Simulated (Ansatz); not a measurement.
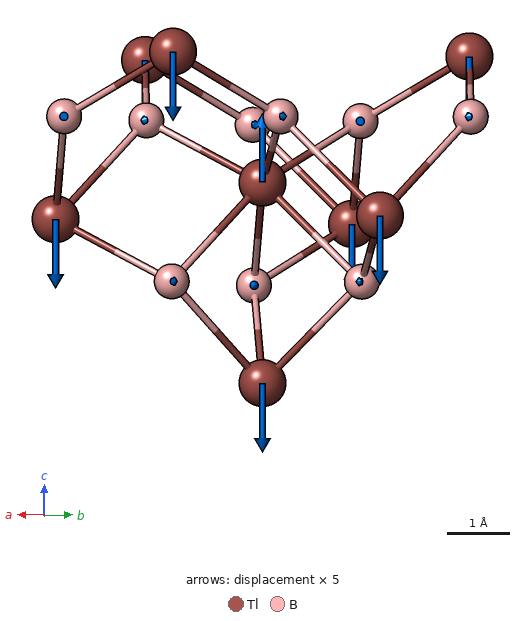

This is a relaxation of a crystal of Tl$_{2}$B$_{3}$ (built on the corundum_167 type) (coarse preliminary run). The starting structure is drawn; blue arrows show the displacements (the part carried along by the change of the cell is left out), 5 times their true length.

Style: ball-and-stick. Shown: the atoms within 4.2 Å of the atom that moves most (axes of the conventional cell (3 times the calculation's cell)), from a free direction. Lengths and directions refer to the drawn axes.

Case: corundum type (R-3c, No. 167).

Theory: DFT PBE, scalar-relativistic, plane waves, PAW (Ansatz 0.2.0).

Input file:
```yaml
crystal:
  lattice:
    - [2.9263645318, 1.6895373501, 5.3264229017]
    - [-2.9263645318, 1.6895373501, 5.3264229017]
    - [0.0, -3.3790747004, 5.3264229017]
  atoms:
    - { symbol: Tl, position: [0.85218, 0.85218, 0.85218] }
    - { symbol: Tl, position: [0.64782, 0.64782, 0.64782] }
    - { symbol: Tl, position: [0.14782, 0.14782, 0.14782] }
    - { symbol: Tl, position: [0.35218, 0.35218, 0.35218] }
    - { symbol: B, position: [0.05625, 0.44375, 0.75] }
    - { symbol: B, position: [0.75, 0.05625, 0.44375] }
    - { symbol: B, position: [0.44375, 0.75, 0.05625] }
    - { symbol: B, position: [0.94375, 0.55625, 0.25] }
    - { symbol: B, position: [0.25, 0.94375, 0.55625] }
    - { symbol: B, position: [0.55625, 0.25, 0.94375] }
basis:
  ecutwfc: 420
kpoints:
  mp_grid: { grid: [6, 6, 6] }
hamiltonian:
  xc: pbe
scf:
  occupations: { method: gaussian, width: 0.1 }
  lower_state_search: "off"
output:
  forces: true
  stress: true
  eigenvalues: true
relax:
  adjacent_minimum: "off"
  f_tol: 0.04
  max_steps: 70
  cell: { stress_tol: 0.4 }
```

Command:
```bash
ansatz run input.yaml --threads 1 --pin off --max-ram 2560MiB --backend cpu --events-out ev --progress --plain --runs-dir out
```

Q: Atoms of which element are displaced furthest, and by how much?

A: Thallium: up to 0.23 Å, against 0.02 Å for boron.

Q: What did the optimiser do to the structure, and how much energy did it gain?

A: The largest moves relative to the cell, 0.23 Å, are those of Tl1, Tl2, Tl3 and Tl4. Tl1 goes along +c. By element the largest moves are Tl 0.23 Å, B 0.02 Å. Cell: a = b 5.853 → 6.511 Å (+11.2 %), c 15.979 → 13.770 Å (−13.8 %). Volume +6.6 %. Some distances before and after: Tl1–B5 2.425 → 2.560 Å, Tl1–B10 2.281 → 2.371 Å. Among the angles between lasting bonds that change: B5–Tl3–B6 101.2° → 112.6°, B5–Tl3–B8 86.4° → 76.1°, B5–Tl3–B10 90.8° → 81.8°. The space group stays R-3c (No. 167). The energy falls by 148 meV per atom in 8 accepted moves (10 points after the start). Largest force component: 0.59 eV/Å at the start, 0.0054 eV/Å at the end. Pressure: 11.73 GPa at the start and 0.10 GPa at the end. The line search rejected the trial step at point 7 of the run. At 1 point the geometry stayed and the basis and grid were re-selected for the new cell (energy shift of 3.5 meV per atom at most each time).
